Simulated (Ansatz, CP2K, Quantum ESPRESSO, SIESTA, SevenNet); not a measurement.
# Amorphous Ge at 4.75 g/cm³ (72 atoms): relaxed, then solved by several programs

What does relaxation change in amorphous Ge at 4.75 g/cm³ (72 atoms), and how far do other programs agree with plane waves on the relaxed cell?

These are calculated values.

## (1) Set-up

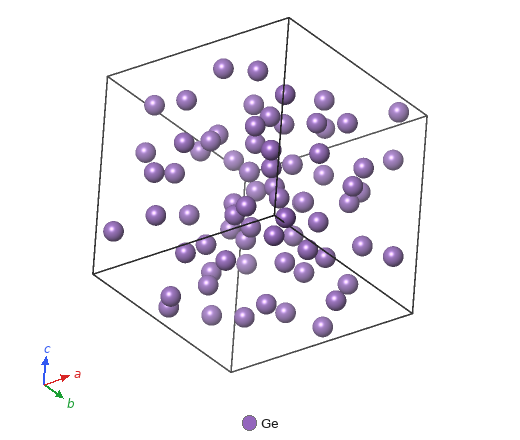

The cell (germanium purple). Some periodic images of atoms are drawn too.

The cell holds 72 atoms (72 Ge), with edges of 12.23, 12.23 and 12.23 Å. Recipe: 72 atoms (72 Ge) placed at random at 4.75 g/cm³, melted at 3500 K for 10 ps at fixed volume with the Tersoff potential (Tersoff, Phys. Rev. B 39, 5566 (1989)). Quenched from 3500 K to 300 K at 20 K/ps and fixed volume, annealed at 800 K for 20 ps, held 5 ps, then minimised at fixed cell. Then the atoms were relaxed with SevenNet 0 in the fixed cell. Then the atoms were relaxed with CP2K double zeta, PBE.

## (2) The relaxation

CP2K double zeta (DZVP-MOLOPT-SR, GTH-PBE potentials, 280 Ry; k-points Γ) took 28 geometry steps and reached its thresholds. It started from the geometry that SevenNet 0 had relaxed.

Elapsed: 6.8 min, on 8 threads of Arm Neoverse V2, shared host; peak memory 2 GiB.

```tsv
	before	after
energy (meV/atom)	0	-19.7
Ge-Ge bonds under 2.98 Å	146 at 2.556 Å	146 at 2.568 Å
```

Atoms moved by 0.24 Å r.m.s. and 0.60 Å at most, with the common shift taken off.

## (3) Structure of the relaxed cell

Density 4.75 g/cm³, 25.41 Å³ an atom.

Pair distribution function in bins of 0.2 Å:

```tsv
r (Å)	total
2.40	1.05
2.60	4.89
2.80	0.25
3.00	0.06
3.20	0.08
3.40	0.31
3.60	0.49
3.80	1.44
4.00	1.78
4.20	1.73
4.40	1.45
4.60	1.09
4.80	0.75
5.00	0.66
5.20	0.85
5.40	0.77
5.60	0.86
5.80	1.01
6.00	1.12
```

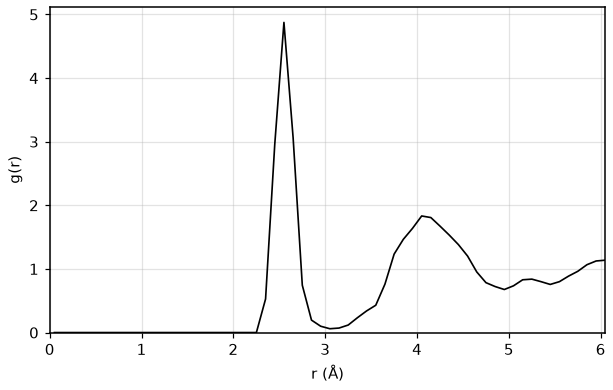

Pair distribution functions, lightly smoothed.

Bonds by pair of elements; cutoffs follow the first minimum of g(r), held within bounds set by covalent radii, and pairs that aren't listed don't count as bonded:

```tsv
pair A-B	cutoff (Å)	bonds	mean length (Å)	spread (Å)	shortest (Å)	B about A	A about B
Ge-Ge	2.98	146	2.57	0.081	2.44	4.06	4.06
```

How many atoms have how many bonded neighbours:

```tsv
element	mean	3	4	5
Ge	4.06	2	64	6
```

Bond angles, per cent of each kind in bins of 5°:

```tsv
angle (°)	Ge-Ge-Ge
55–60	0.2
60–65	0.4
65–70	0.0
70–75	0.4
75–80	1.3
80–85	3.3
85–90	3.8
90–95	6.9
95–100	11.6
100–105	12.0
105–110	16.7
110–115	16.2
115–120	8.7
120–125	6.7
125–130	5.3
130–135	2.2
135–140	1.3
140–145	1.1
145–150	0.9
150–155	0.0
155–160	0.7
160–165	0.2
```

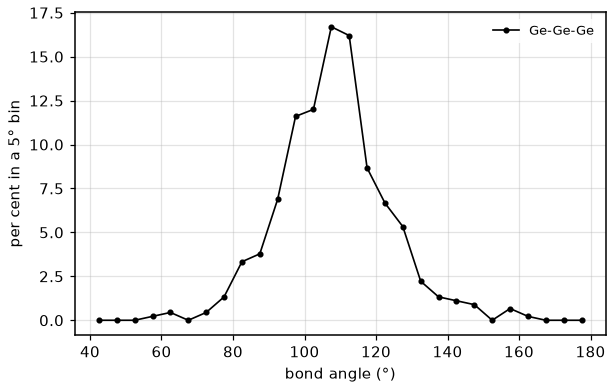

Distributions of the most common bond angles.

Bond angles (no mean is given where the spread exceeds 20°):

```tsv
angle	count	mean (°)	spread (°)
Ge-Ge-Ge	450	108	14.8
```

Bond length by coordination (bonds to H left out):

```tsv
element	coordination	atoms	mean bond length (Å)
Ge	3	2	2.55
Ge	4	64	2.56
Ge	5	6	2.66
```

Rings of the network by King's shortest-path rule, up to 12 atoms, one path for each pair of neighbours; H, halogens, alkali and alkaline-earth atoms are left out, and the last column divides by all other atoms, bonded or not:

```tsv
ring size (atoms)	rings	per network atom
3	1	0.014
4	7	0.097
5	34	0.472
6	55	0.764
7	34	0.472
8	3	0.042
```

The first peak of g(r) lies near 2.5 Å. With the cutoffs above, 89 % of Ge atoms have 4 bonded neighbours. The Ge-Ge-Ge angle averages 108° with a spread of 15°. Bonds at Ge atoms with 4 neighbours average 2.56 Å, against 2.66 Å at those with 5. Rings of 6 atoms are the most common (41 % of those counted); sizes run from 3 to 8.

## (4) The plane-wave reference

Quantum ESPRESSO 7.5: Kohn-Sham DFT, PBE, SSSP efficiency 1.3.0 pseudopotentials, plane waves. Its input for the relaxed cell:

```
&control
  calculation = 'scf'
  pseudo_dir = './pseudo'
  outdir = './tmp'
  disk_io = 'none'
  tprnfor = .true.
  tstress = .true.
/
&system
  ibrav = 0
  nat = 72
  ntyp = 1
  ecutwfc = 45
  ecutrho = 360
  nosym = .true.
  occupations = 'smearing'
  smearing = 'fd'
  degauss = 0.003675
/
&electrons
  conv_thr = 3.6e-07
  electron_maxstep = 100
  mixing_beta = 0.2
  mixing_mode = 'local-TF'
  diagonalization = 'david'
/
ATOMIC_SPECIES
Ge 72.630 Ge.upf
CELL_PARAMETERS angstrom
12.23000 0.00000 0.00000
0.00000 12.23000 0.00000
0.00000 0.00000 12.23000
ATOMIC_POSITIONS crystal
Ge 0.06871 0.03648 0.21414
Ge 0.51932 0.16086 0.96438
Ge 0.51140 0.98485 0.07012
[... 67 atom lines left out ...]
Ge 0.69272 0.39856 0.37676
Ge 0.35547 0.97058 0.73847
K_POINTS gamma
```

The job ended after 2.8 min (8 MPI ranks of Arm Neoverse V2, shared host; peak memory 6.2 GiB).

## (5) All levels at this geometry

CPU times are from a shared host and are rough.

```
                level                    basis or training data  k-points  own r.m.s. force (meV/Å)  difference from the reference (meV/Å)  pressure (GPa)  Kohn-Sham gap (eV)  CPU time  memory (GiB)
              QE, PBE   plane waves, SSSP efficiency, 45/360 Ry         Γ                        27                                      -           -1.37                0.34    22 min           6.2
CP2K triple zeta, PBE     TZV2P-UZH, GTH-PBE potentials, 350 Ry         Γ                        18                                     20           -0.86                0.34     6 min           5.2
      SIESTA DZP, PBE  DZP orbitals, shift 0.01 Ry, mesh 250 Ry         Γ                       113                                    130            0.49                0.33   5.5 min           1.8
           SevenNet 0        trained on PBE(+U) plane-wave data         -                       134                                    129           -1.45                   -     6.3 s           0.7
```

The gap is the spacing of the highest filled and lowest empty Kohn-Sham level on the mesh; a dash marks partly filled levels, a spacing under 0.15 eV or a method without such levels.

## (6) What came out

Relaxation in the fixed cell lowers the energy by 20 meV/atom at its own level and moves atoms by up to 0.60 Å. By the cutoffs of the final cell 1 bond formed and 1 was lost, leaving 146. The reference finds an r.m.s. force of 27 meV/Å there and a pressure of -1.37 GPa, at a geometry that CP2K double zeta made.

Forces differ from the reference's by 20 meV/Å (CP2K triple zeta, PBE), 129 meV/Å (SevenNet 0) and 130 meV/Å (SIESTA DZP, PBE). CP2K double zeta is at its own minimum here, so the reference's force is itself a measure of how the two differ. Pressures lie -0.1 GPa (SevenNet 0), +0.5 GPa (CP2K triple zeta, PBE) and +1.9 GPa (SIESTA DZP, PBE) from the reference's. The highest filled and lowest empty levels lie 0.34 eV apart in the reference, against 0.34 eV in CP2K triple zeta, PBE and 0.33 eV in SIESTA DZP, PBE. With the cutoffs above, 89 % of Ge atoms have 4 bonded neighbours. Rings of 6 atoms are the most common (41 % of those counted); sizes run from 3 to 8.

Caveats: The density was set by the recipe and held. One sample of a disordered cell; defect or tail levels can set the gap. Gaps are read on the mesh, which holds the band edges only if they fold onto it, and semilocal functionals tend to put them under measured ones. The quench rate of 20 K/ps is many orders above laboratory rates, so the cell is likely richer in defects and strain than a real sample. The reference samples only Γ, in a cell whose shortest periodic width is 12 Å. The plane-wave runs aren't exact: their cutoffs and mesh weren't converged further here. SIESTA's automatically made basis is far from complete, and its potentials were converted by us (checked for H, C, O, Si, Ge and Ca alone). Spin–orbit coupling is left out. Where levels are smeared, the DFT runs use Fermi–Dirac occupations at 580 K (0.05 eV), and energies are free energies.

[Logs are printed without paths, hosts, clocks, repeated set-up lines and the standing remarks that a program may print on its own settings, such as how far it seeks lower states.]

[Hosts, paths, dates, database ids (printed as entryN), source tags and the programs' standing remarks are cut or masked in the printed files.]
